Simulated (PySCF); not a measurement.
**[CeF3(NH3)]+: other functionals and bases at one geometry**

How far do other levels of theory move the description of [CeF3(NH3)]+, and what does each cost? It is a constructed species; whether it can be made isn't addressed.

Computed with PySCF 2.14.0. Level: several levels, as the steps say, no spin–orbit coupling.

1 further run of the same task is left out (for a known fault of the program).

## (1) Where the work starts

8 atoms, charge 1, spin multiplicity 1.

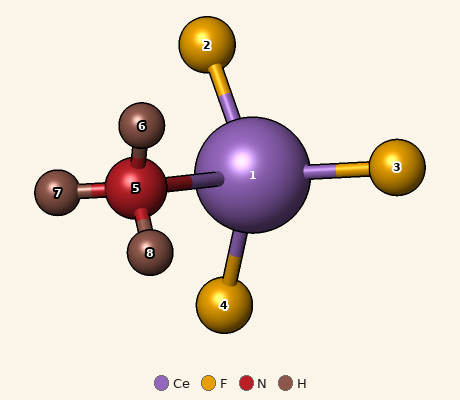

The structure; cerium purple, fluorine amber, nitrogen red, hydrogen brown; atoms are numbered from 1 in the order of the file.

Geometry (Å):

```
Ce    0.0671   -0.0671    0.0671
F     1.1475    1.2152    1.1475
F    -1.2152   -1.1475    1.1475
F     1.1475   -1.1475   -1.2152
N    -1.3840    1.3840   -1.3840
H    -2.0085    2.0085   -0.8572
H    -0.8572    2.0085   -2.0085
H    -2.0085    0.8572   -2.0085
```

Formal oxidation states: Ce +4. The 4f shell is empty and lies in the core potential. An earlier session relaxed this geometry at PBE0, Ce lcecp-2-SVP with ECP46, F def2-SVP, N def2-SVP, H def2-SVP (singlet, point group C3v).

At PBE0 on the finer grid: E = -394.036670 Eh, frontier levels not given, since the 4f levels lie in the core, Mulliken charge on Ce1 +1.83 e, largest force component 0.007 eV/Å. The large-core potential holds the 4f shell empty.

Levels to run: M06-L; TPSSh; PBE0, TZVP. Hardware: 2 threads of AMD EPYC 9B45 (Zen 5), shared host.

## (2) M06-L

File run.py (the lines that set the calculation):

```python
mol = gto.M(atom='''
Ce     0.06711    -0.06711     0.06711
F      1.14747     1.21525     1.14747
F     -1.21525    -1.14747     1.14747
F      1.14747    -1.14747    -1.21525
N     -1.38403     1.38403    -1.38403
H     -2.00850     2.00850    -0.85720
H     -0.85720     2.00850    -2.00850
H     -2.00850     0.85720    -2.00850''',
    basis={'Ce': 'lcecp-2-SVP', 'F': 'def2-SVP', 'N': 'def2-SVP', 'H': 'def2-SVP'},
    ecp={'Ce': 'lcecp-2-SVP'},
    charge=1, spin=0)
mf = dft.RKS(mol, xc='M06L')
mf.grids.atom_grid = (75, 302)  # f atoms: unpruned, at least (60, 302)
mf = mf.density_fit()  # fitting sets: Ce AutoAux, F def2-universal-JKFIT, N def2-universal-JKFIT, H def2-universal-JKFIT
mf.conv_tol = 1e-08; mf.max_cycle = 55
mf.kernel(dm0)  # dm0: the density of the relaxed state
```

Launch:

```sh
OMP_NUM_THREADS=2 python run.py
```

## (3) TPSSh

Changes to run.py (the lines that set the calculation) since step 2:

```diff
@@ -12,3 +12,3 @@
     charge=1, spin=0)
-mf = dft.RKS(mol, xc='M06L')
+mf = dft.RKS(mol, xc='TPSSH')
 mf.grids.atom_grid = (75, 302)  # f atoms: unpruned, at least (60, 302)
```

## (4) PBE0, TZVP

Basis: Ce lcecp-2-TZVP with ECP46, F def2-TZVP, N def2-TZVP, H def2-TZVP. 

Changes to run.py (the lines that set the calculation) since step 3:

```diff
@@ -9,6 +9,6 @@
 H     -2.00850     0.85720    -2.00850''',
-    basis={'Ce': 'lcecp-2-SVP', 'F': 'def2-SVP', 'N': 'def2-SVP', 'H': 'def2-SVP'},
-    ecp={'Ce': 'lcecp-2-SVP'},
+    basis={'Ce': 'lcecp-2-TZVP', 'F': 'def2-TZVP', 'N': 'def2-TZVP', 'H': 'def2-TZVP'},
+    ecp={'Ce': 'lcecp-2-TZVP'},
     charge=1, spin=0)
-mf = dft.RKS(mol, xc='TPSSH')
+mf = dft.RKS(mol, xc='PBE0')
 mf.grids.atom_grid = (75, 302)  # f atoms: unpruned, at least (60, 302)
@@ -16,2 +16,2 @@
 mf.conv_tol = 1e-08; mf.max_cycle = 55
-mf.kernel(dm0)  # dm0: the density of the relaxed state
+mf.kernel(dm0)  # dm0: free metal ions and neutral atoms
```

Before running it: what results should come out? Wanted: for each run, charge on Ce1; dipole; largest force.

**Answer**, as computed:

| level | state | charge on Ce1 (e) | dipole (D) | largest force (eV/Å) | basis functions | time |
| --- | --- | --- | --- | --- | --- | --- |
| PBE0 (relaxed here) | singlet | 1.83 | 7.77 | 0.01 | 101 | 7.9 s |
| M06-L | singlet | 1.91 | 7.62 | 0.26 | 101 | 5.5 s |
| TPSSh | singlet | 1.78 | 7.65 | 0.20 | 101 | 5.1 s |
| PBE0, TZVP | singlet | 2.01 | 7.77 | 0.29 | 189 | 8.8 s |

Times are on 2 threads of AMD EPYC 9B45 (Zen 5), shared host; the first row also made further properties. The dipole of a charged species depends on the origin, so these sizes hold for this origin alone.

The largest leftover force, 0.29 eV/Å with PBE0, TZVP, stands at a geometry relaxed at another level. The Mulliken charge on Ce spans +1.78 to +2.01 e over the levels. With 4f in the core, its levels are missing from HOMO and gap. Total energies of different levels can't be compared. Spin–orbit coupling is left out throughout.
